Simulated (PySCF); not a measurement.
```yaml
atoms:
  - { symbol: Ru, position_ang: [0.0000, 0.0000, -0.1859] }
  - { symbol: N, position_ang: [0.0000, 0.0000, 1.3531] }
```

Core potentials replace the inner electrons of Ru.

All numbers below come from PySCF, PBE0/def2-TZVPPD, non-relativistic Hamiltonian with scalar-relativistic core potentials where named, at a bond length of 1.539 Å.

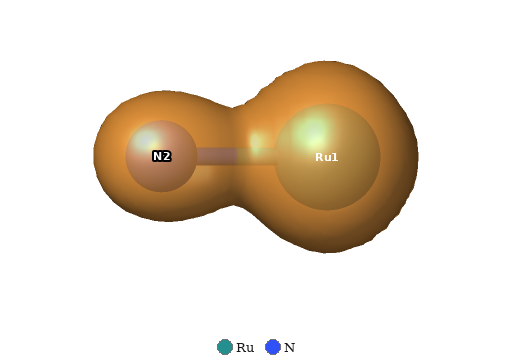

RuN (doublet). Isosurface of the electron density at 1.5 e/Å³ (orange), seen from one side.

Question: Which contacts does the surface bridge?

Answer: At this value the surface is in one piece. It bridges the sampled Ru–N (1.54 Å) contact, where the density stays above the isovalue. On the grid the lowest density along these lines, outside the cores, is 2.7 e/Å³ (Ru–N, 1.54 Å).
